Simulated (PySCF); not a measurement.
## A study: C$_{3}$H$_{7}$FSi, SMILES `C/C=C(/F)[SiH3]`

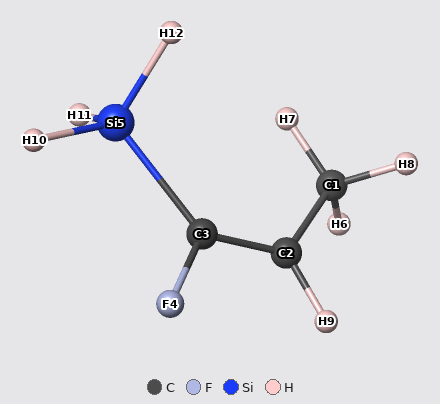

The molecule, with its atoms numbered as below. No frequency check shows the geometry to be a minimum.

Geometry (Å), atoms numbered from 1:

```
C1       2.0658    0.7948   -0.0003
C2       1.2923   -0.4758   -0.0003
C3      -0.0318   -0.5409    0.0003
F4      -0.5911   -1.7897    0.0001
Si5     -1.3176    0.8522    0.0000
H6       2.7082    0.8402   -0.8794
H7       1.4042    1.6568    0.0025
H8       2.7084    0.8404    0.8787
H9       1.8723   -1.3912   -0.0002
H10     -2.6314    0.2171   -0.0018
H11     -1.1268    1.6719   -1.1995
H12     -1.1266    1.6721    1.1994
```

### 1. Excited states

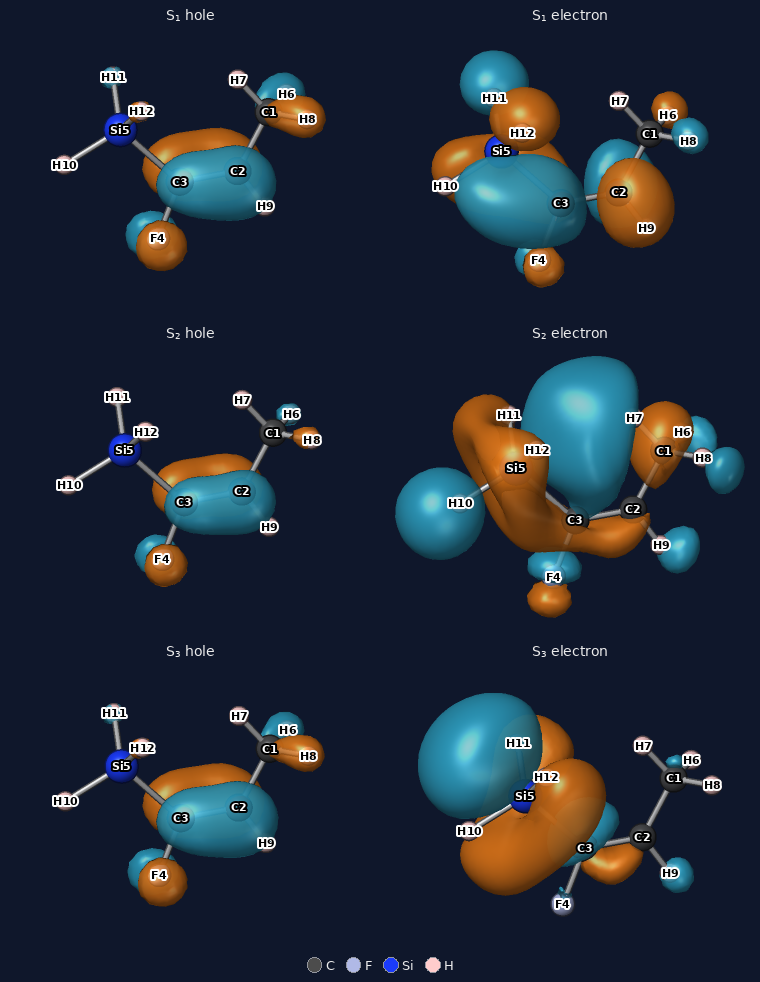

Leading natural transition orbitals (full linear response singlet states).

PySCF calculation, B3LYP/cc-pVDZ, gas phase; geometry: GFN2-xTB. Without diffuse functions Rydberg states are missing, so the states' numbers hold for this basis only.

Question: Describe these excited states.

Answer: By state:
- S₁: 6.50 eV (191 nm), f = 0.268 (bright); the leading pair carries 97 %; hole on C2 (32 %), C3 (28 %) and F4 (16 %), electron on Si5 (28 %), C2 and C3 (21 % each) and H11 and H12 (6 % each); their centroids lie 0.9 Å apart; S₂ lies within 0.1 eV of it.
- S₂: 6.57 eV (189 nm), f = 0.000 (very weak); the leading pair carries 100 %; hole on C2 (34 %), C3 (31 %) and F4 (14 %), electron on Si5 (30 %), C3 (10 %) and H10 (10 %); their centroids lie 1.3 Å apart; S₁ lies within 0.1 eV of it.
- S₃: 6.71 eV (185 nm), f = 0.000 (very weak), charge transfer, whose energy this functional puts too low; the leading pair carries 99 %; hole on C2 (34 %), C3 (30 %) and F4 (14 %), electron on Si5 (52 %), C3 (12 %) and H10, H11 and H12 (9 % each); their centroids lie 2.4 Å apart.

### 2. Removing or adding an electron

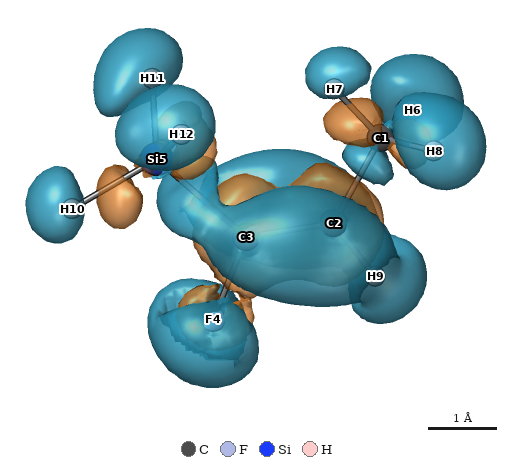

Fukui function f⁻ = ρ(N) − ρ(N−1) at fixed geometry, surfaces at ±0.015 e/Å³ (light blue positive, orange negative).

Level of theory: TPSSh/def2-SVPD (PySCF), at a geometry from GFN2-xTB.

Question: On which atoms does the density change most on removal of an electron?

Answer: f⁻ (Hirshfeld-condensed) is largest on C2 (0.19), C3 (0.17) and F4 (0.14); the vertical ionisation energy is 9.24 eV (the stability of the cation's solution wasn't checked). Condensed values hint at sites of electrophilic attack but needn't mark the atom that reacts. Shares this close don't rank the sites. Orbital relaxation makes it negative in places (0.22 e in all).

```
atom     f⁻  charge
  C1  +0.05   −0.09
  C2  +0.19   −0.05
  C3  +0.17   −0.02
  F4  +0.14   −0.12
 Si5  +0.09   +0.33
  H6  +0.06   +0.04
  H7  +0.03   +0.04
  H8  +0.06   +0.04
  H9  +0.07   +0.05
 H10  +0.04   −0.07
 H11  +0.05   −0.08
 H12  +0.05   −0.08
```

### 3. Stretching a bond

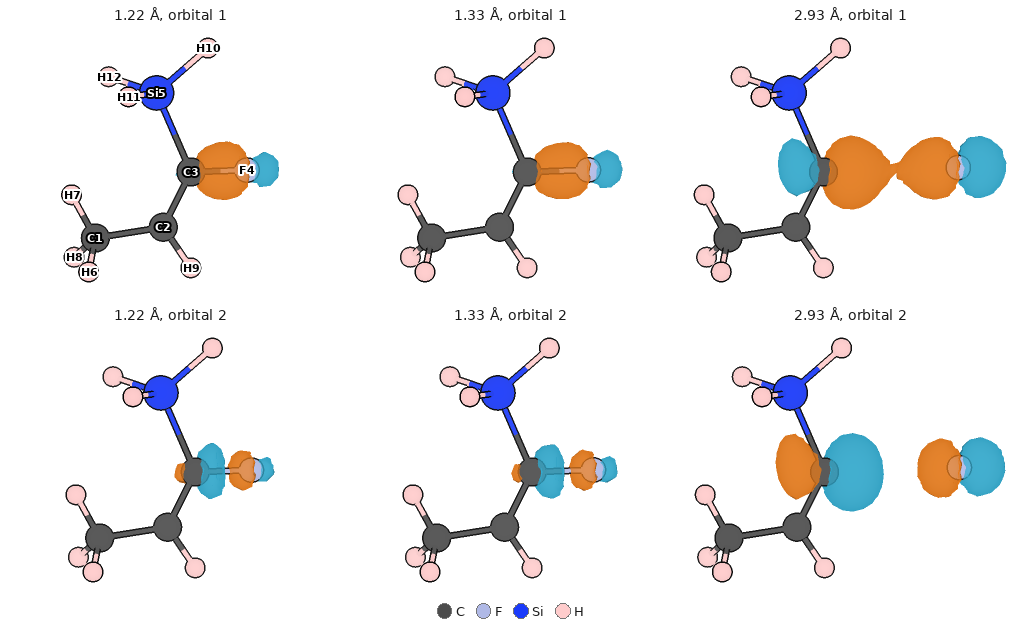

Rigid stretch of the C3–F4 bond. The two CASSCF(2,2) natural orbitals nearest half filling (orbital 1 the more occupied).

Method: def2-SVP basis; geometry: GFN2-xTB; program: PySCF.

Question: How do the occupations change along the stretch?

Answer: 1.22 Å: 1.99 and 0.01; 1.33 Å: 1.98 and 0.02; 2.93 Å: 1.29 and 0.71. At the longest distance computed (3.72 Å) they are 1.07 and 0.93, and the effective number of unpaired electrons is 2.0.

UHF's ⟨S²⟩ passes 1 along the scan (up to 1.22), so it also polarises electrons outside the stretched bond; its energy lowering isn't due to that bond alone.

Question: Where does the UHF solution part from RHF?

Answer: Between 1.60 Å (⟨S²⟩ = 0, the two coincide) and 1.80 Å (⟨S²⟩ = 0.06); at 3.72 Å ⟨S²⟩ is 1.22 and UHF lies 4.9 eV below RHF.

Question: How much energy does the stretch cost?

Answer: By CASSCF, 4.0 eV from the lowest point of the scan (1.33 Å) to 3.72 Å; RHF gives 8.0 eV from its own lowest point. The fragments aren't relaxed and dynamic correlation is missing, so this isn't a bond dissociation energy.
